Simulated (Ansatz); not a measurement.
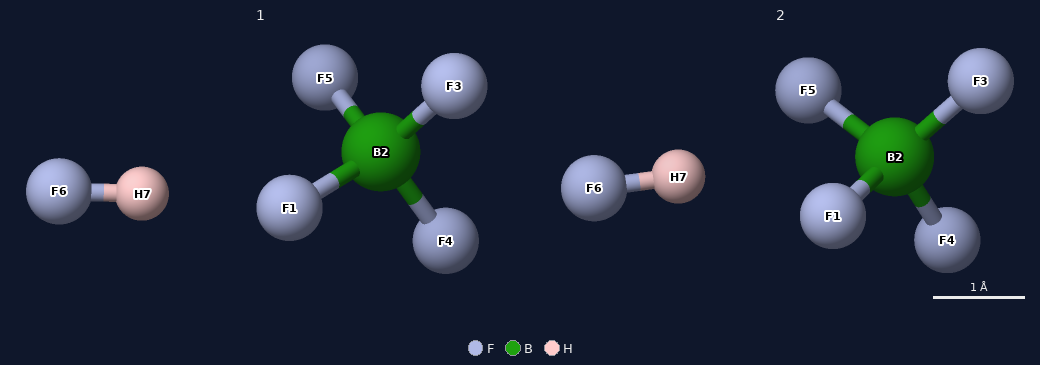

Two geometries of BHF5 (charge −1), drawn at one scale. One is the start of a relaxation, the other its converged end. Style: ball-and-stick. Shown from a free direction.

These are results of RHF/def2-SVP (Ansatz 0.2.0), not measurements. Settings: no spin polarisation; force threshold 0.02 eV/Å; at most 40 steps.

Question: Which one is relaxed?

Answer: Structure 1 is the relaxed one. The run prepares the start of a later molecular dynamics calculation, from a guessed geometry. The energy falls by 0.108 eV in 9 accepted moves (10 points after the start). Largest force component: 1.9 eV/Å at the start, 0.012 eV/Å at the end. The line search rejected the trial step at point 2 of the run. The largest move after the best rigid fit is that of F5, 0.55 Å. By element the largest moves are F 0.55 Å, H 0.41 Å, B 0.16 Å. Near-neighbour distances that change, for instance: F1–B2 1.396 → 1.427 Å, F6–H7 0.945 → 0.920 Å, B2–F5 1.399 → 1.382 Å. Cost: 13 s on 1 thread of Arm Neoverse V2, on a shared host, peak memory 0.16 GiB.

Limits of the set-up: the basis has no diffuse functions, which an anion needs.
